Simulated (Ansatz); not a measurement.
## Pressure series in GaP

Start from GaP in the zinc blende structure (space group F-43m, No. 216; a = 5.506 Å).

Cell and atoms are relaxed at each pressure.

Level of theory: plane-wave PAW DFT at the PBE level (Ansatz, a first-principles code, 420 eV), without spin-orbit coupling.

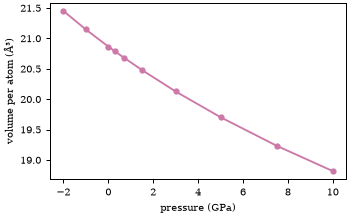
Volume per atom against pressure

### Question
From the plot, what is the volume per atom for pressure 7.5 GPa?

### Answer
About 19.2 Å³.

### Question
Is the trend monotonic over the range shown?

### Answer
Yes, it falls throughout, spanning 18.82 Å³ to 21.45 Å³.

Load acts through the strain it causes; cell and atoms are relaxed under it. Whether these cells are dynamically stable was not tested. Tetrahedral semiconductors of this kind turn to denser phases somewhere between about 1 and 50 GPa; those were not computed, so compressed cells here can lie past the real transition.
